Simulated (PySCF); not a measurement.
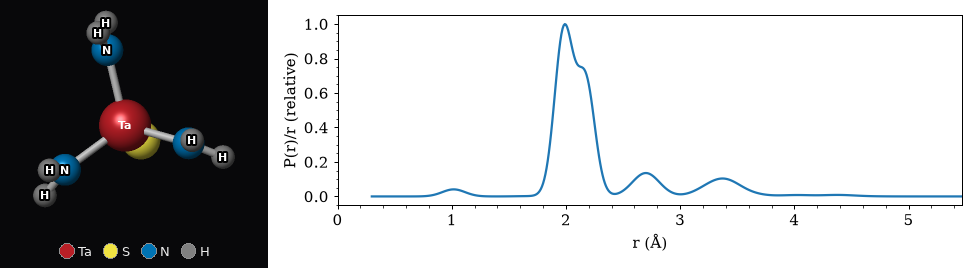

Simulated gas electron diffraction: radial distribution curve of H6N3STa. Each pair of atoms contributes with weight ZᵢZⱼ/r; damping constant 0.002 Å²; vibrational amplitudes assumed, not computed: 0.05 Å for bonds, 0.078 Å for bonds to H, 0.06 + 0.015 r up to 0.15 Å for other pairs. The geometry is the end point of an optimisation (PySCF 2.14.0, density-fitted response routines, PBE0-D3(BJ)/def2-SVP geometry optimisation, gas phase); it may be a saddle point or a higher isomer. SMILES: [NH2][Ta]([NH2])([NH2])=[S].

Question: Which pairs of atoms lie under the first 4 clear peaks? Mark bonded pairs by – and others by ···.

Answer: Peak 1, 1.02 Å: N–H 1.02 Å (×6)
Peak 2, 1.99 Å: Ta–N 1.98 Å (×3), Ta–S 2.17 Å, not resolved
Peak 3, 2.70 Å: Ta···H 2.69–2.71 Å (×6)
Peak 4, 3.37 Å: N···N 3.23–3.24 Å (×3), S···N 3.39 Å (×3), S···H 3.50–3.51 Å (×3), not resolved
